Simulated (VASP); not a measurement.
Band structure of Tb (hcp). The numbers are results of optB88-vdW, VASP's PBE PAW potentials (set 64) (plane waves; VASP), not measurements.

The 4f electrons are frozen in the core of the lanthanide potential, so 4f levels, which can set the real gap, and their magnetism are missing.

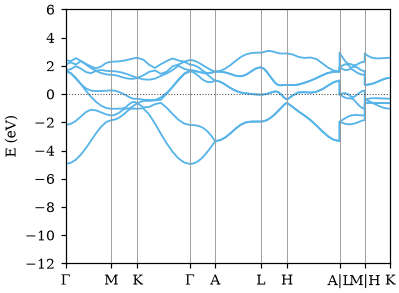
Figure: Bands along high-symmetry lines, zero at the valence-band maximum or, without a gap, the Fermi level

Task: Read the plot: is there a gap, and where are the band edges?

Result: It has no gap at this level: it comes out as a metal or semimetal. (Edges off the drawn lines would not show.)

The compound is Tb in the hcp structure. It was relaxed first.
